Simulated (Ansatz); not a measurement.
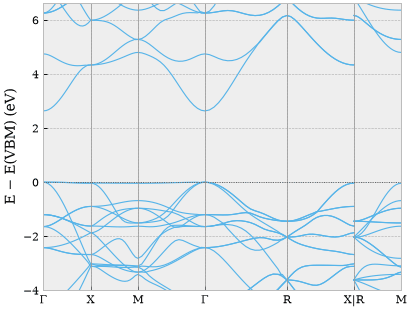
Figure. Band structure from the program Ansatz at the PBE level (PAW)

### Question
Read off the gap and where the band edges lie.

### Answer
About 2.6 eV (2.64 eV by a search for the band edges); maximum at Γ, minimum at Γ.

### Question
Which of these materials gives this?
A. AlN, Pm-3n (Al on 6d, N on 6c)
B. SrTiO3, cubic perovskite
C. ZnO, Pm-3n (Zn on 6c, O on 6d)
D. KTaO3, cubic perovskite

### Answer
A, AlN, Pm-3n (Al on 6d, N on 6c)

The start of the workflow was typed in or built on a structure type; neither database checked (COD, Materials Project) lists it. It is not the phase usual at ambient conditions (space group No. 186, 216). The cell was relaxed with PBE under the symmetry of its start; whether a distortion lowers the energy is not shown.

Potentials: the earlier of the program's two PAW sets.
